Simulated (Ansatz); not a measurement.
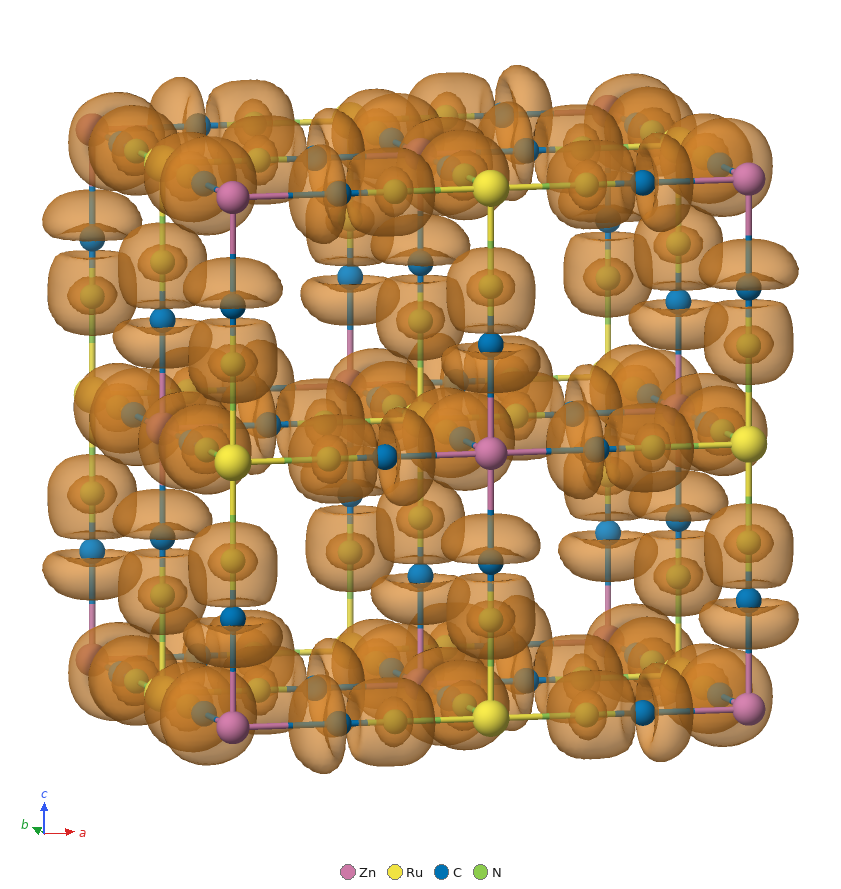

*ZnRuC₆N₆. Isosurface of the electron localisation function at 0.7 (orange), seen slightly off an axis. Core shells and regions of very low density are left out. Sticks mark near contacts.*

Space group Fm-3m; a structure generated by program, which may or may not match a known phase; spin-polarised.

The calculation used DFT PBE, scalar-relativistic, plane waves, PAW (Ansatz 0.2.0).

ZnRuC₆N₆, 56 atoms, a = 10.73 Å, b = 10.73 Å, c = 10.73 Å, α = 90.00°, β = 90.00°, γ = 90.00°.

Describe the localisation domains.

Answer. The ELF exceeds this value in 24 lobes of the valence shell of C pointing towards Zn (polar bonds) and 24 regions on N in which the atom's valence shell and bonds are merged, counted in one cell of 56 atoms. Any copies at cell faces, edges or corners count once. Along the contacts the grid gives the following. C–N (1.17 Å): the ELF peaks at about 0.85 between the atoms. Ru–N (1.99 Å): the ELF peaks at about 0.90 in the valence shell of N, 0.6 Å from its nucleus, and is about 0.20 at the midpoint.
